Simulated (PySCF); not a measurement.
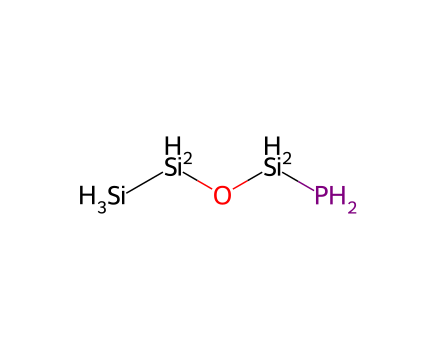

Skeletal drawing of a molecule.

> Write the SMILES.

[SiH3][SiH2]O[SiH2]P

> Give the formula, hydrogens included.

H9OPSi3.

> An optimisation with GFN2-xTB gave a structure of which point group?

C1. Other conformers may differ.

The parts below concern this one geometry. Atoms keep their numbers from picture to picture. Computed geometry: GFN2-xTB optimisation. No frequency run is at hand to confirm it as a minimum.

## Geometry

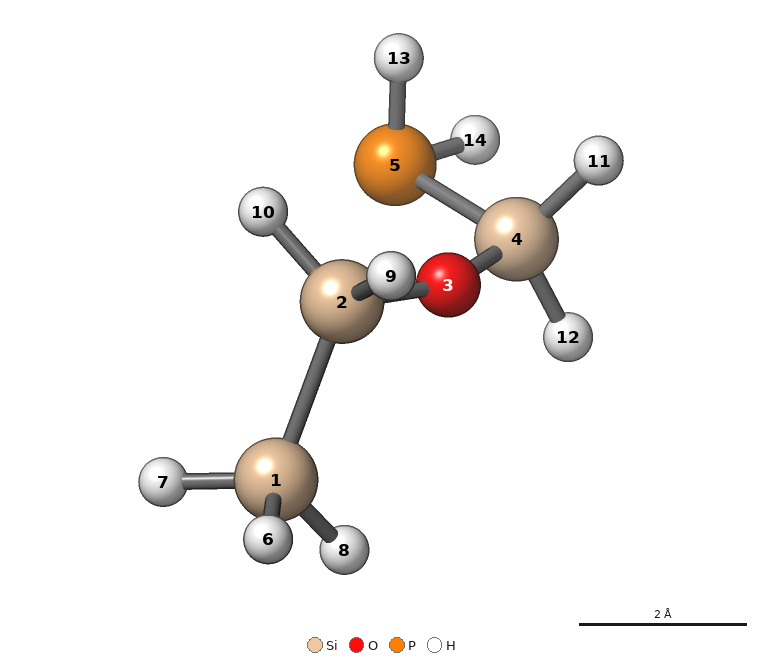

No frequency run is at hand to confirm it as a minimum.

Give these bond angles: Si1–Si2–O3, Si1–Si2–H9, Si1–Si2–H10, Si2–Si1–H7, Si2–Si1–H8, O3–Si2–H9, O3–Si4–P5, O3–Si4–H11, Si4–P5–H13, Si4–P5–H14, P5–Si4–H11, P5–Si4–H12.

```json
{"angle": "Si1–Si2–O3", "degrees": "107.4"}
{"angle": "Si1–Si2–H9", "degrees": "116.9"}
{"angle": "Si1–Si2–H10", "degrees": "115.5"}
{"angle": "Si2–Si1–H7", "degrees": "112.7"}
{"angle": "Si2–Si1–H8", "degrees": "114.9"}
{"angle": "O3–Si2–H9", "degrees": "102.0"}
{"angle": "O3–Si4–P5", "degrees": "108.5"}
{"angle": "O3–Si4–H11", "degrees": "106.1"}
{"angle": "Si4–P5–H13", "degrees": "95.8"}
{"angle": "Si4–P5–H14", "degrees": "94.5"}
{"angle": "P5–Si4–H11", "degrees": "114.4"}
{"angle": "P5–Si4–H12", "degrees": "109.1"}
```

## Dipole moment

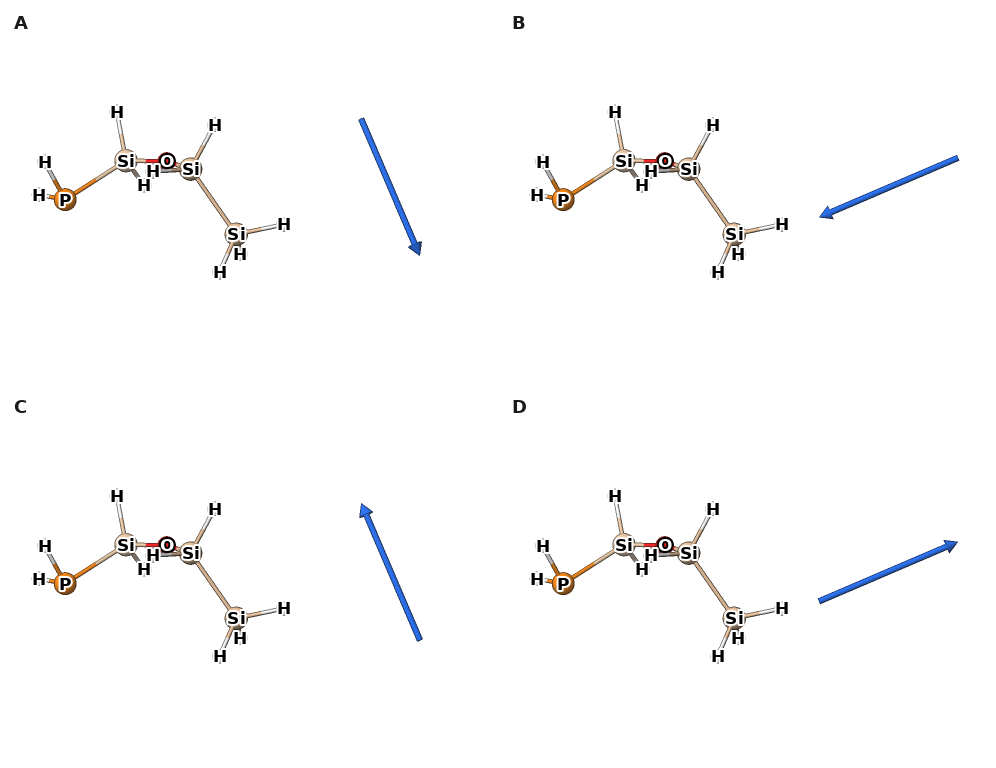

The same molecule four times, each with an arrow. No frequency run is at hand to confirm it as a minimum. Method: ωB97X-D/def2-SVPD, gas phase (PySCF 2.14.0).

> Which arrow points along the dipole moment, from the negative to the positive end?

C. The dipole moment is 0.60 D.

## Excitation

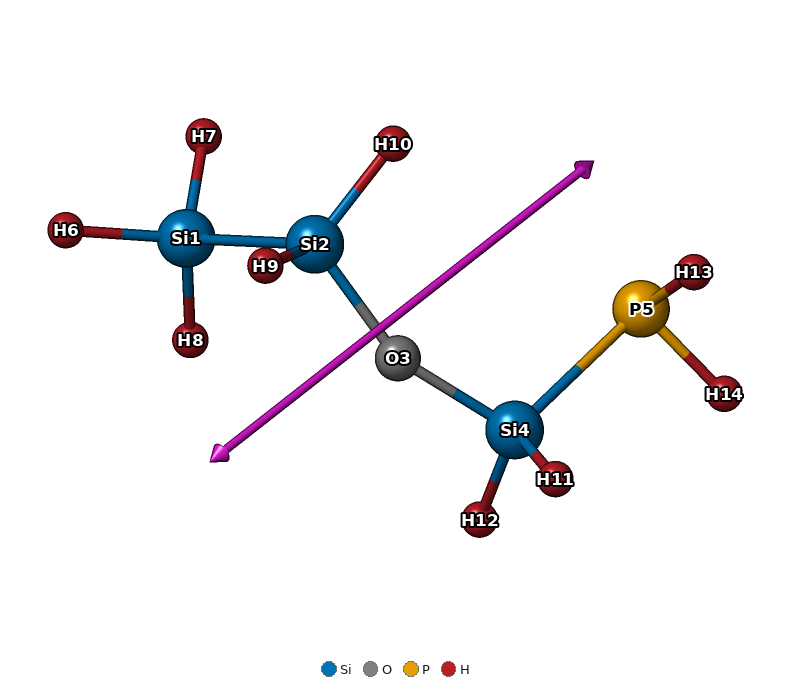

The double arrow shows the direction of the transition dipole to excited singlet state 7 (its length means nothing). No frequency run is at hand to confirm it as a minimum. Properties computed with TDDFT ωB97X-D/def2-SVPD, vertical, gas phase, core orbitals frozen in the response (PySCF 2.14.0).

> How is the transition polarised?

Nearly parallel to the Si4–P5 bond.

> Give its energy, strength and character.

7.35 eV (169 nm), oscillator strength 0.27, of mixed character, with the largest part HOMO → LUMO+6 (weight 0.24); transition dipole 3.13 D.

## Polarisability

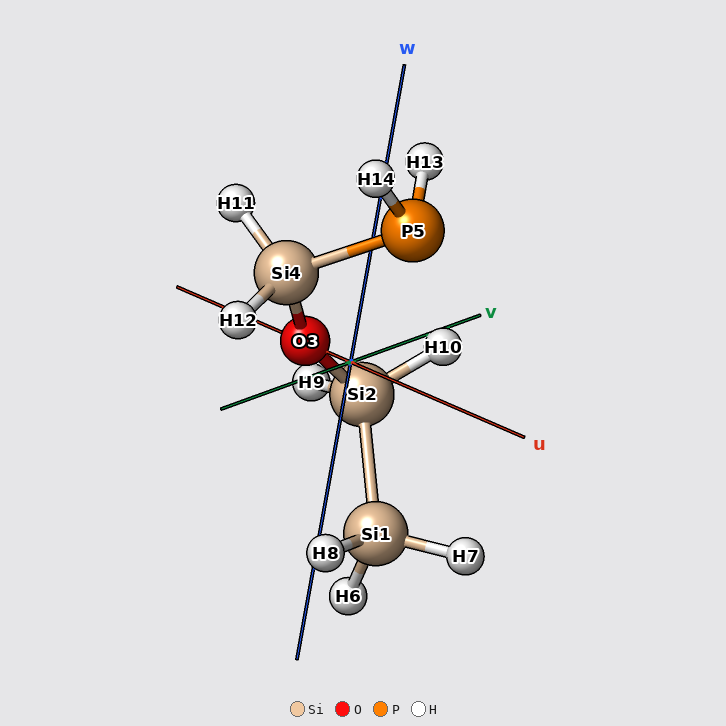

The lines u, v and w are the principal axes of the static dipole polarisability. No frequency run is at hand to confirm it as a minimum. Computed with ωB97X-D/def2-SVPD (PySCF 2.14.0).

> Along which axis is the molecule most polarisable, and along which least?

Most along w (close to the long direction Si1···P5), least along v.

> Give the three principal values.

u 108.3, v 100.4, w 123.3 bohr³; mean 110.7, anisotropy 20.2 bohr³.

The geometry is semi-empirical. Around P, Si such bond lengths and angles can be off by a tenth of an ångström or more and by several degrees, and values that hang on the shape move with them.
